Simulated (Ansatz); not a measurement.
System: F$_{3}$H$_{2}$SbSn (SMILES [F][Sn]([F])([F])[SbH2]).

```xyz
7

F    -2.3679   -1.0803   -1.5969
F    -0.3798    1.2769   -1.6102
F    -1.3912    0.1356    1.0704
Sb   -4.2536    2.3913   -0.6998
Sn   -2.0052    0.6364   -0.7226
H    -3.9163    2.7059   -2.3779
H    -3.1521    3.6570   -0.2379
```

Geometry: BLYP-D3(BJ)/def2-SVP; core potentials replace the inner electrons of Sb and Sn.

These are results of Ansatz, isolated molecule in a Gaussian basis; Kohn-Sham density functional theory, functional PBE0, not measurements.

Predict the electron density and electron localisation function between the atoms.

Answer. Sn–F (1.96 Å): the density is about 0.78 e/Å³ at the midpoint; the ELF peaks at about 0.80 in the valence shell of F, 0.5 Å from its nucleus, and drops to about 0.15 between the two atoms.

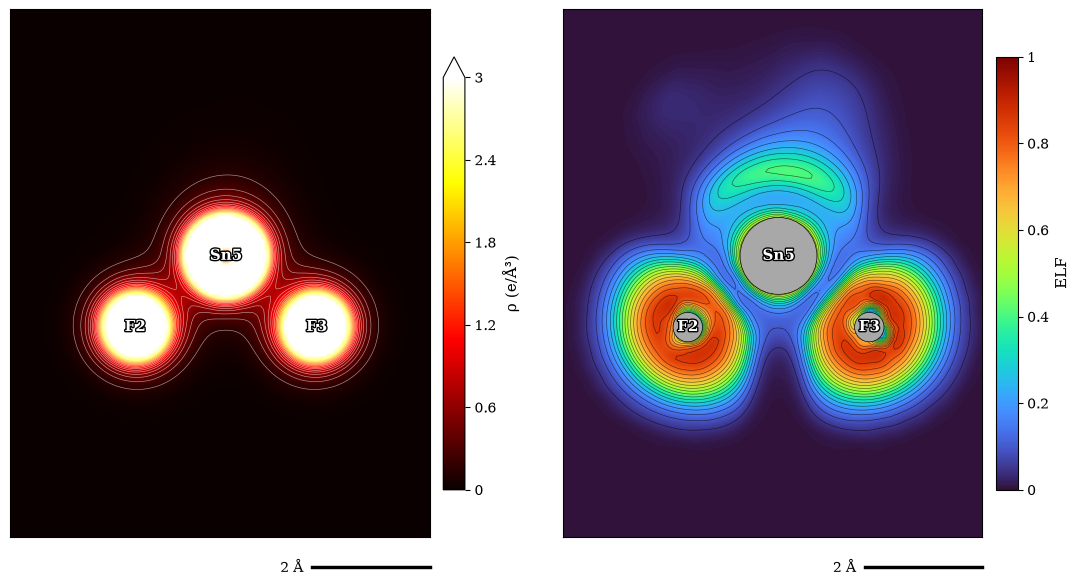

Computed electron density and electron localisation function on the plane of atoms F2, Sn5 and F3, in this order. Grey discs cover the atomic cores in the ELF map. 
